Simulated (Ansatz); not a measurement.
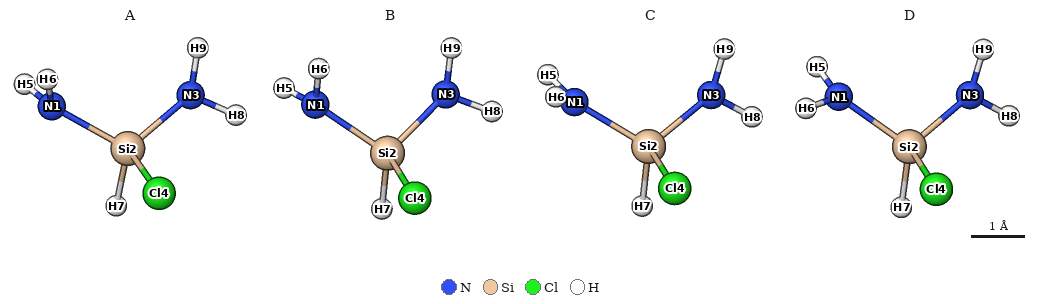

4 geometries from one relaxation of SiN2H5Cl, in shuffled order. Style: ball-and-stick. Shown at a tilt.

The run prepares an end point of a later path (torsion) calculation, from a guessed geometry.

Level of theory: RKS BHLYP-D4/6-31G* (Ansatz 0.2.0). (no spin polarisation; force threshold 0.015 eV/Å; at most 40 steps)

Q: Put them in the order of the run, from the start to the converged end.

A: B, A, C, D. They are steps 0, 2, 4, 10, at +0.260 eV, +0.097 eV, +0.036 eV relative to the last. H6 moves most after the best rigid fit: 0.99 Å. By element the largest moves are H 0.99 Å, Cl 0.21 Å, N 0.17 Å, Si 0.14 Å. Near-neighbour distances that change, for instance: Si2–Cl4 2.033 → 2.082 Å, N1–Si2 1.717 → 1.699 Å, Si2–H7 1.459 → 1.470 Å. Bond angles that change, for instance: N1–Si2–N3 104.6° → 107.9°, Si2–N1–H6 118.8° → 122.0°, Cl4–Si2–H7 107.0° → 104.1°. The energy falls by 0.260 eV in 9 accepted moves (10 points after the start). The largest force component goes from 1.4 to 0.0077 eV/Å. The line search rejected the trial step at point 6 of the run. The run took 44 s on 1 thread of Arm Neoverse V1, on a shared host, peak memory 0.16 GiB.
